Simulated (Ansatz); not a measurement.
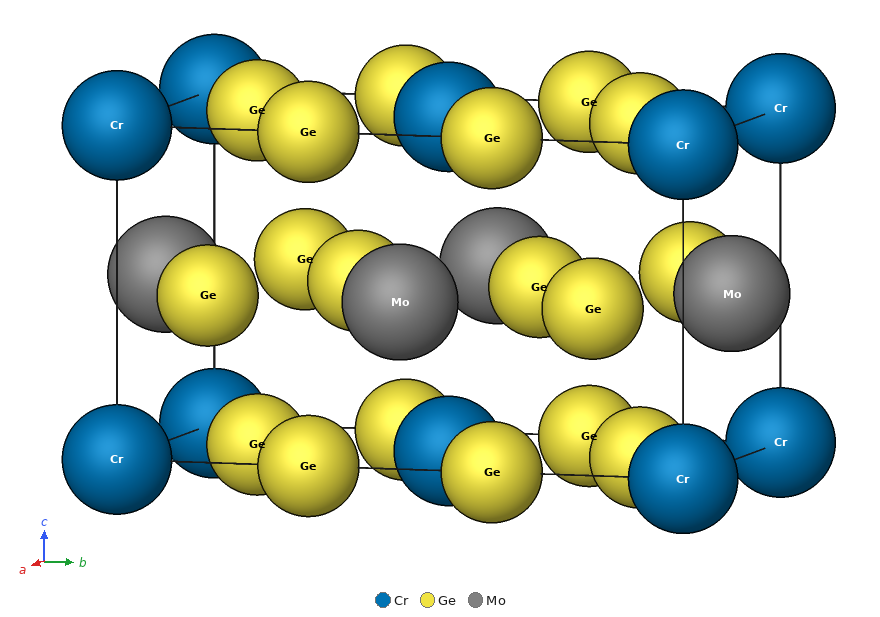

An orthographic spheres-only view of the structure, slightly off an axis. The lines enclose the conventional unit cell; boundary atoms appear with their images.

CrGe4Mo, space group Cmmm (No. 65), a = 4.656 Å, b = 8.186 Å, c = 4.654 Å, α = 90.00°, β = 90.00°, γ = 90.00°. The initial geometry was a structure type filled with these elements by a generator (whether the compound takes this form wasn't checked). Earlier steps of the study, as a rule a relaxation of our own, may have changed the cell and positions, so they can lie some per cent off the listed ones. Ansatz was used for an electronic-structure calculation on it.

This one geometry was computed with Ansatz (DFT, plane waves, PAW) at three levels of theory: r2SCAN, PBEsol and PBE.

### Which level gives the highest pressure at this volume, and what does that say about its equilibrium volume?

Highest: PBE (0.0 GPa), which points to the largest equilibrium volume. Lowest, with the smallest volume: PBEsol (-6.0 GPa). Levels within 0.5 GPa of each other can't be told apart.

### How does the band gap change with the level of theory?

All levels give a metal.

### Collect the results in a table.

| level | cutoff (eV) | k-mesh of the run's cell | gap (eV) | pressure (GPa) |
| --- | --- | --- | --- | --- |
| r2SCAN | 500 | 10×10×8 | metal | -4.1 |
| PBEsol | 420 | 10×10×8 | metal | -6.0 |
| PBE | 420 | 10×10×8 | metal | 0.0 |

Gaps are taken on the k-mesh or band path of each run.
